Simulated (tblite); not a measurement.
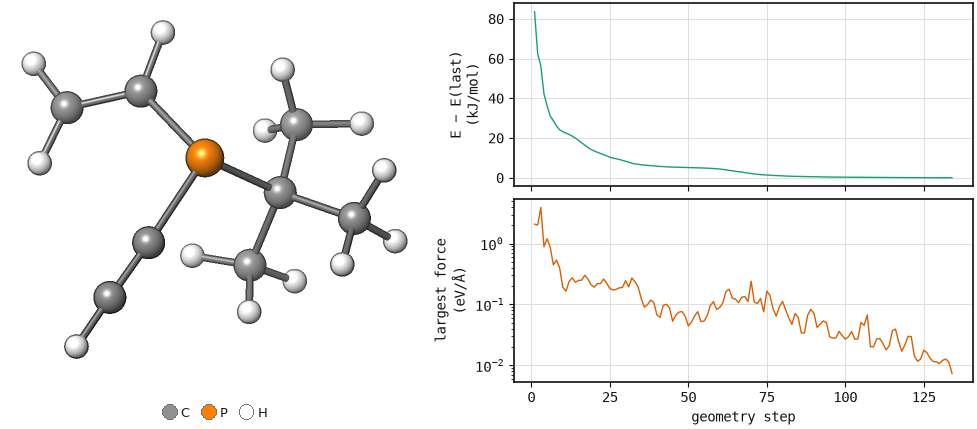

Beside the plot: the molecule at the start.

History of a geometry optimisation.

System: C8H13P (SMILES C#CP(C=C)C(C)(C)C).
Method: GFN2-xTB geometry optimisation, gas phase (tblite).

### How did the optimisation end?

The optimisation met its thresholds at geometry 134, counting the start as the first. The energy fell by about 84 kJ/mol from the first step to the last. The largest force goes from about 2.1 eV/Å at the start to 7 × 10⁻³ eV/Å at the end, with a peak of 3.9 eV/Å at step 3.
